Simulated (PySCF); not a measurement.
SMILES c1ccc(-c2ccc[se]2)cc1 at its GFN2-xTB optimised geometry (Å):

```
19

C      2.0773    -2.7580    -0.0080
C      2.5603    -1.4812    -0.2456
C      1.6978    -0.4043    -0.2397
C      0.3334    -0.5723     0.0022
C     -0.5625     0.5695     0.0000
C     -1.9313     0.5695     0.0000
C     -2.5425     1.8419    -0.0015
C     -1.6785     2.8889     0.0015
Se     0.0878     2.3397     0.0000
C     -0.1378    -1.8645     0.2476
C      0.7271    -2.9417     0.2399
H      2.7492    -3.6032    -0.0130
H      3.6121    -1.3267    -0.4366
H      2.0770     0.5940    -0.4299
H     -2.5157    -0.3350    -0.0137
H     -3.6121     1.9672    -0.0070
H     -1.9321     3.9335     0.0004
H     -1.1843    -2.0258     0.4551
H      0.3444    -3.9335     0.4322
```

Level of theory: PySCF 2.14.0 with PBE/def2-SVP. Cells within 0.4 Å of a nucleus heavier than hydrogen are left out (blank, or x).

Map of the HOMO amplitude (bohr^(-3/2)) on the plane z = 0.0 Å; orbital energy -5.18 eV, overall sign arbitrary:

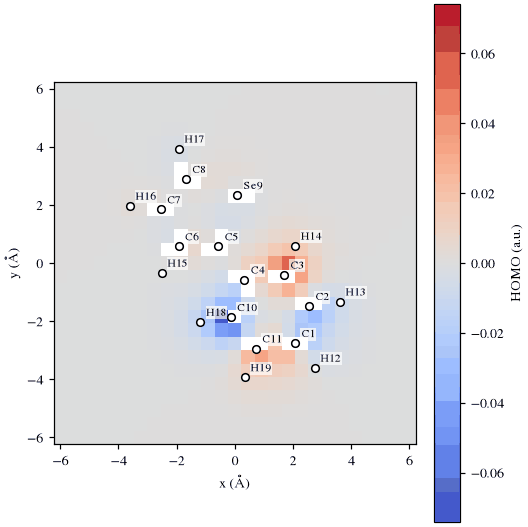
HOMO amplitude (bohr^(-3/2)) on the plane z = 0.0 Å.
